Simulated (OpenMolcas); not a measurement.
## SnH2O2 (SMILES [OH][Sn][OH]): methods side by side

SnH2O2: 5 atoms, total charge 0, spin state singlet. SMILES: `[OH][Sn][OH]`. Geometry: relaxed at PBE0-D4/def2-TZVP. This is one conformer, not always the lowest.

```xyz
5

O    -0.9843    0.1778   -0.6138
Sn   -0.1537   -0.9439    0.8009
O     1.5618    0.0029    0.6361
H    -1.9012   -0.0056   -0.8314
H     1.5272    0.6951   -0.0333
```

Each level gives the HOMO–LUMO gap (eV). The values are calculated.

| level | kind | program | value (eV) | CPU time |
| --- | --- | --- | --- | --- |
| HF/def2-SVP (core potential) | Hartree–Fock | OpenMolcas | 10.74 | 4.3 s |
| BLYP/def2-SVP (core potential) | GGA | OpenMolcas | 3.65 | 19 s |
| PBE/def2-SVP (core potential) | GGA | OpenMolcas | 3.69 | 19 s |
| r2SCAN/def2-SVP (core potential) | meta-GGA | OpenMolcas | 4.04 | 21 s |
| B3LYP/def2-SVP (core potential) | global hybrid | OpenMolcas | 5.13 | 17 s |
| BHLYP/def2-SVP (core potential) | global hybrid | OpenMolcas | 7.30 | 14 s |
| PBE0/def2-SVP (core potential) | global hybrid | OpenMolcas | 5.54 | 16 s |
| B2PLYP/def2-SVP (core potential) | double hybrid | OpenMolcas | 7.49 | 12 s |

The values span 3.65 to 10.74 eV. Orbital gaps aren't excitation energies, and those of double hybrids come from the SCF part alone; they tend to grow with the share of exact exchange. Times are those of the runs behind each value, whatever else they computed, on shared processors of several kinds: orders of magnitude only.

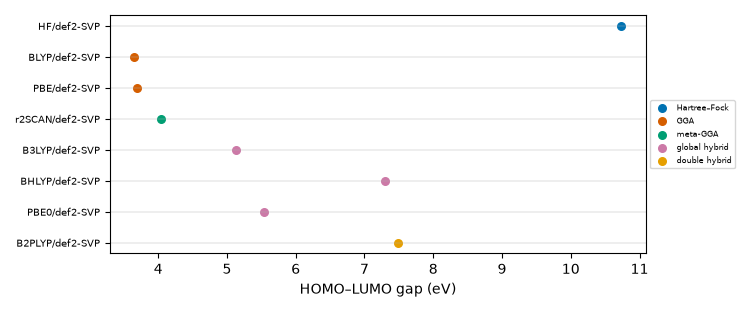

The values of the table, level by level.
